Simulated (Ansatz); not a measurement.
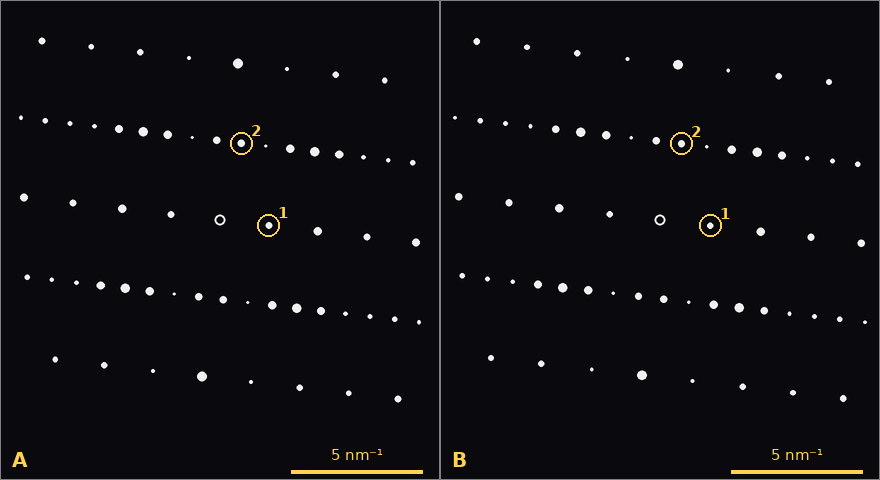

Kinematic electron diffraction patterns (120 kV, B = 0.5 Å², same scale) along [101] of the run's own cell, for the start and the end of one relaxation of SiGe2 with Ansatz, DFT PBE, scalar-relativistic, plane waves, PAW. k mesh 16×16×16. The start is a generated model structure, and the relaxation ends in the nearest stationary point of its symmetry, not necessarily the ground state. Spot 1 is -2 -2 2 and spot 2 is 0 -1 0 in both.

Start structure:

```
CELL_PARAMETERS angstrom
-1.66384 1.66384 10.27234
1.66384 -1.66384 10.27234
1.66384 1.66384 -10.27234
ATOMIC_POSITIONS crystal
Si 0.00000 0.00000 0.00000
Si 0.75000 0.25000 0.50000
Ge 0.43168 0.43168 0.00000
Ge 0.18168 0.68168 0.50000
Ge 0.31832 0.81832 0.50000
Ge 0.56832 0.56832 0.00000
```

Which pattern belongs to the start structure, and which to the relaxed one?

Answer. B is the start: its cell gives d(1) = 5.136 Å, d(2) = 3.285 Å and an angle of 80.8°. A is the relaxed structure, with d(1) = 5.280 Å (+2.8 %), d(2) = 3.265 Å (-0.6 %) and 81.1°.

Summarise the relaxation behind the change.

Answer. The volume changed by +1.4 % to 19.22 Å³ an atom; with the mean shift removed, the atoms moved by up to 0.03 Å relative to the cell (Ge most); the space group stayed I4_1/amd (No. 141); the free energy fell by 2.1 meV an atom. Relaxed cell: a = 10.816 Å, b = 10.816 Å, c = 10.816 Å, α = 162.43°, β = 162.43°, γ = 24.95°.
